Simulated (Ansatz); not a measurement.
# H4OSi···CH4: what the fields show

Input file:

```
crystal:
  periodic: [false, false, false]
  atoms:
    - { symbol: Si, position_ang: [-0.402946, 0.274606, -0.380357] }
    - { symbol: C, position_ang: [-0.140489, -0.261791, 2.654736] }
    - { symbol: H, position_ang: [-0.275342, -0.537732, 3.695987] }
    - { symbol: H, position_ang: [0.333099, -1.087071, 2.140284] }
    - { symbol: H, position_ang: [0.491398, 0.616626, 2.608511] }
    - { symbol: H, position_ang: [0.488366, 1.240566, 0.261411] }
    - { symbol: H, position_ang: [-0.454453, 0.570399, -1.827467] }
    - { symbol: H, position_ang: [0.117612, -1.09212, -0.240584] }
    - { symbol: O, position_ang: [-1.947121, 0.439284, 0.223003] }
    - { symbol: H, position_ang: [-2.655848, 0.225076, -0.364944] }
    - { symbol: H, position_ang: [-1.118778, -0.035842, 2.221722] }
basis:
  gaussian: { orbitals: "6-31G*" }
hamiltonian:
  xc: hf
relax:
  f_tol: 0.03
  max_steps: 50
output:
  orbitals: {}
```

Launched as:

```sh
ansatz run input.yaml --threads 1 --pin off --max-ram 2048MiB --backend cpu --events-out ev --progress --plain --runs-dir out
```

The fields are those of the run's last geometry, not of the input's.

All numbers below come from RHF/6-31G* (Ansatz 0.2.0).

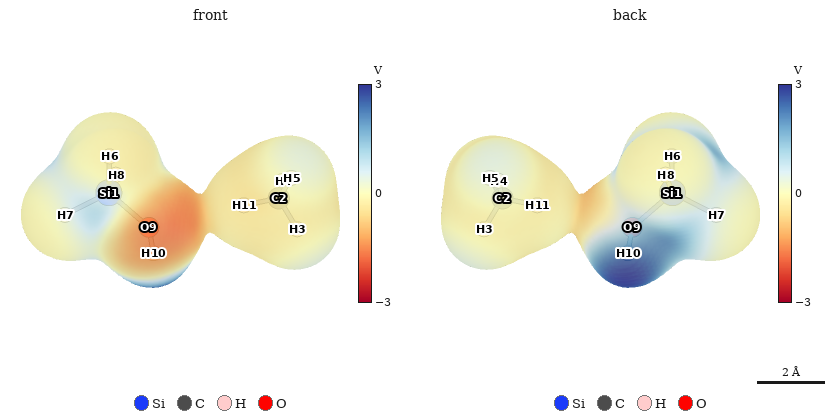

Figure 1. The molecular electrostatic potential painted on the density surface at 0.002 e/bohr³, seen from the front and from behind; red is negative and blue positive.

Describe the electrostatic potential map.

Answer. The most negative region (about −1.6 V) lies over O9, the most positive (about +2.9 V) over H10. O9 is the likeliest acceptor of a hydrogen bond.

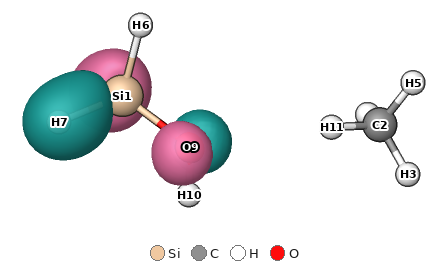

Figure 2. The HOMO at ±0.2 Å⁻³ᐟ² (teal and pink are the two phases), seen at a tilt.

What is the character of this orbital?

Answer. It lies mainly on Si1 (about 30 %), O9 (about 25 %), H7 (about 20 %) and H8 (about 20 %). Its energy is −12.39 eV.

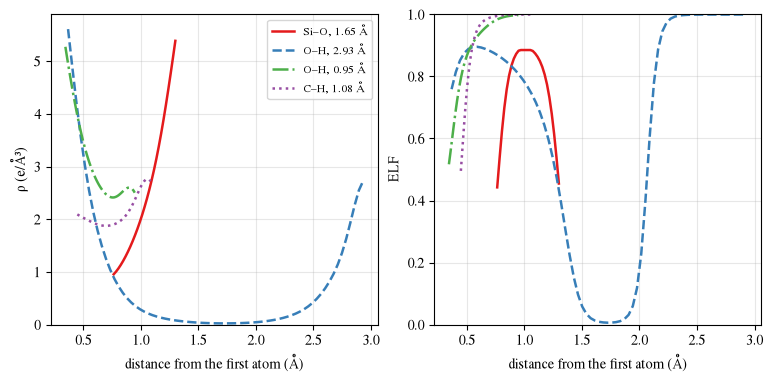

Figure 3. Electron density and electron localisation function along straight lines between neighbouring atoms. The curves leave out the atomic cores.

Compare the contacts.

Answer. Si–O (1.65 Å): ρ is about 1.1 e/Å³ halfway; the ELF peaks at about 0.90 between the atoms: a shared but strongly polarised pair.
O9···H11 (2.93 Å): the density falls to about 0.02 e/Å³ on the way; the ELF dips to about 0 between them (a weak contact between the two molecules).
O–H (0.95 Å): ρ at the midpoint is about 3.7 e/Å³; the ELF climbs to about 1 towards the hydrogen, as it does in any bond to H (an ordinary covalent bond to hydrogen).
C–H (1.08 Å): the density is about 2 e/Å³ at the midpoint; the ELF climbs to about 1 towards the hydrogen; an ordinary covalent bond to hydrogen.
